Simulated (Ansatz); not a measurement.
**C$_{2}$H$_{5}$FGeO$_{2}$: density, localisation and related maps**

Input

```
crystal:
  periodic: [false, false, false]
  atoms:
    - { symbol: C, position_ang: [-1.4748, -0.4893, 0.021] }
    - { symbol: C, position_ang: [-0.1543, -0.1365, 0.5974] }
    - { symbol: F, position_ang: [-0.1785, -0.3272, 1.9551] }
    - { symbol: O, position_ang: [0.3281, 1.1971, 0.2828] }
    - { symbol: Ge, position_ang: [1.6714, 0.5508, -0.5879] }
    - { symbol: O, position_ang: [0.8586, -0.8981, -0.016] }
    - { symbol: H, position_ang: [-1.7653, -1.4991, 0.2222] }
    - { symbol: H, position_ang: [-1.4764, -0.2673, -1.0968] }
    - { symbol: H, position_ang: [-2.2836, 0.2366, 0.5071] }
    - { symbol: H, position_ang: [1.561, 0.7474, -2.0813] }
    - { symbol: H, position_ang: [2.9793, 0.8286, 0.2171] }
basis:
  gaussian: { orbitals: def2-SVP }
hamiltonian:
  xc: pbe0
relax:
  f_tol: 0.015
  max_steps: 40
output:
  orbitals: {}
```

Command:

```sh
ansatz run input.yaml --threads 2 --pin off --max-ram 3072MiB --backend cpu --events-out ev --progress --plain --runs-dir out
```

The fields are those of the relaxed geometry.

Theory: RKS PBE0/def2-SVP (Ansatz 0.2.0).

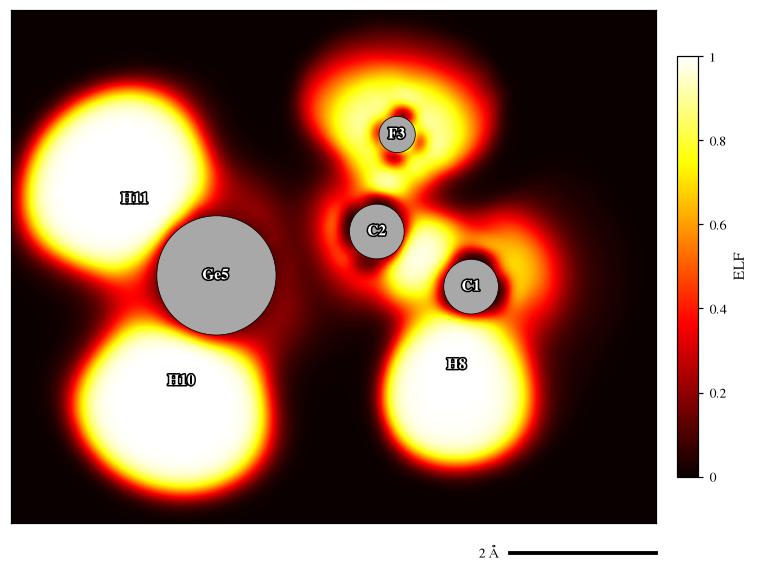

Figure 1. Electron localisation function on the plane of atoms C1, C2 and F3. Grey discs cover the atomic cores.

Interpret the plot.

- The section cuts through C, F, Ge and H sites.
- C–F (1.37 Å): the ELF peaks at about 0.90 between the atoms (a shared but strongly polarised pair).
- C–C (1.50 Å): the ELF peaks at about 1 between the atoms: localised, covalent bonding.
- C–Ge (2.29 Å): the ELF is about 0.15 at the midpoint.
- C–H (1.10 Å): the ELF climbs to about 1 towards the hydrogen, as it does in any bond to H (an ordinary covalent bond to hydrogen).
- Ge–H (1.53 Å): the ELF climbs to about 1 towards the hydrogen.
- The ELF also peaks beside F3, away from the bonds: lone-pair regions.

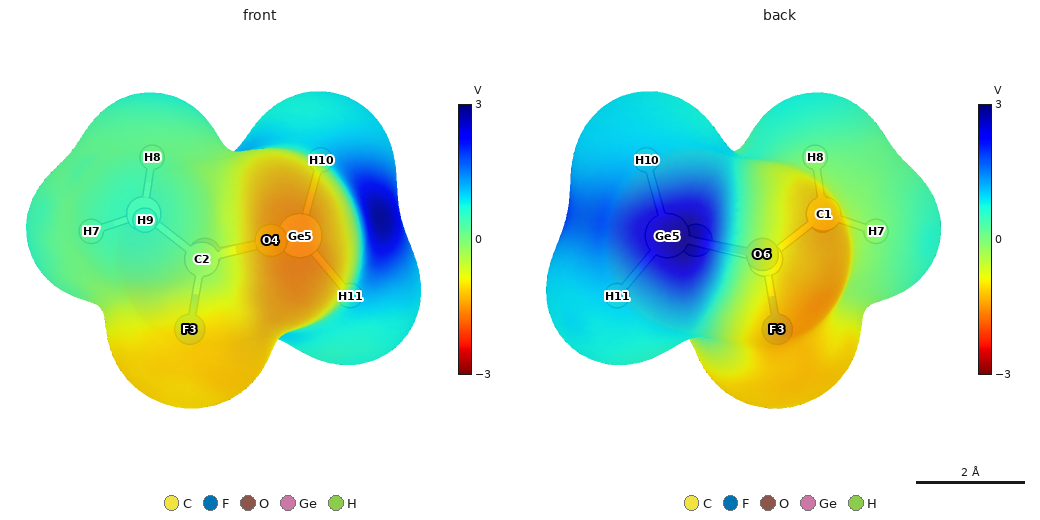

Figure 2. The molecular electrostatic potential painted on the density surface at 0.002 e/bohr³, seen from the front and from behind; red is negative and blue positive.

Where is the surface potential most negative and most positive?

The most negative region (about −1.6 V) lies over O4 and O6, the most positive (about +2.8 V) over Ge5.

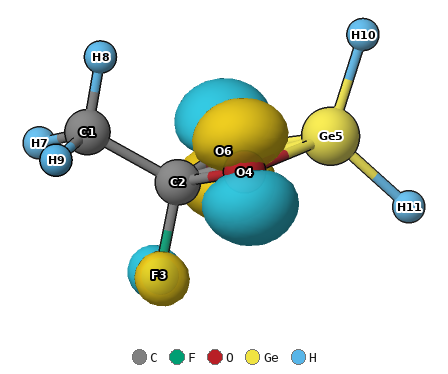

Figure 3. The HOMO−1 at ±0.2 Å⁻³ᐟ² (yellow and cyan are the two phases), seen across its widest extent.

Describe this orbital and give its energy.

Its weight (Hirshfeld) is mainly on O4 (about 40 %), O6 (about 40 %) and F3 (about 5 %); largely a combination of lone pairs on O4, O6 and F3. Its energy is −8.65 eV.
